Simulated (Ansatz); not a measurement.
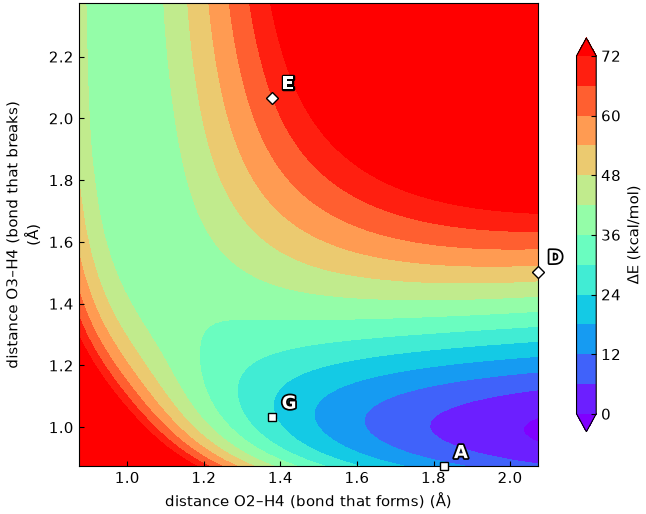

The reacting system ClGaH2O2 (fragments ClGaH₂O₂ where the first distance is long, ClGaO + H₂O where the second is long). Coordinates scanned: (1) distance O2–H4 (bond that forms); (2) distance O3–H4 (bond that breaks). Relaxed at each point: all other coordinates. Grid: 7 × 7 points. Points are written as (first, second). All energies are given in kcal/mol relative to the lowest grid point. The reference is spin-restricted, so regions where a bond is pulled apart into radicals lie too high. Theory: RKS r2SCAN-D4/def2-SVP (Ansatz 0.2.0).

Drawn: filled contours, one colour for all values above the top of the scale, lettered points. Between grid points the surface is interpolated.

Question: Is E the lowest point of the computed grid?

Answer: No. E lies 66 kcal/mol above the lowest grid point, which is at (2.073 Å, 1.033 Å).

Question: Rank the lettered points by energy, lowest first.

Answer: A (14 kcal/mol), G (25 kcal/mol), D (52 kcal/mol), E (66 kcal/mol).
